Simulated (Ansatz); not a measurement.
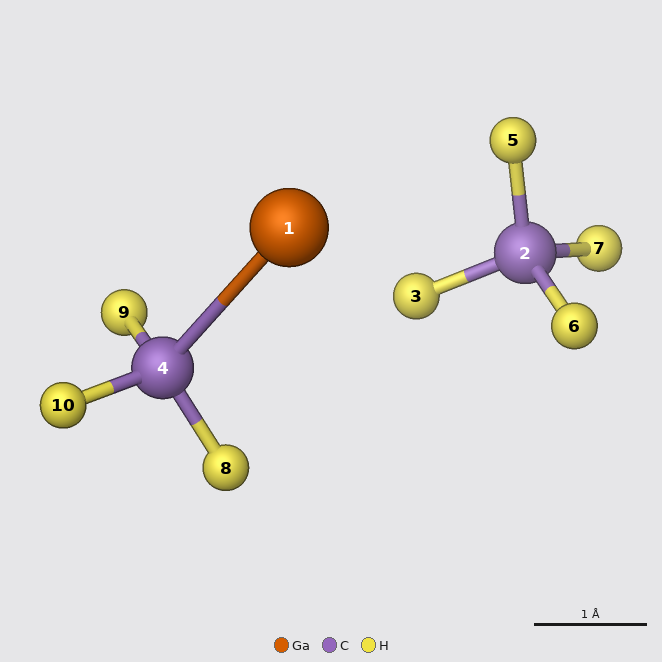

The geometry was computed by an optimisation with PBE0-D4/def2-TZVP.

**Describe the coordination of atom 2.**

C2 has 4 neighbours (H3 at 1.09, H5 at 1.09, H6 at 1.09, H7 at 1.09 Å); the arrangement is tetrahedral.

**Describe the coordination of atom 4.**

C4 has 4 neighbours (Ga1 at 2.04, H8 at 1.10, H9 at 1.10, H10 at 1.10 Å); the arrangement is tetrahedral.
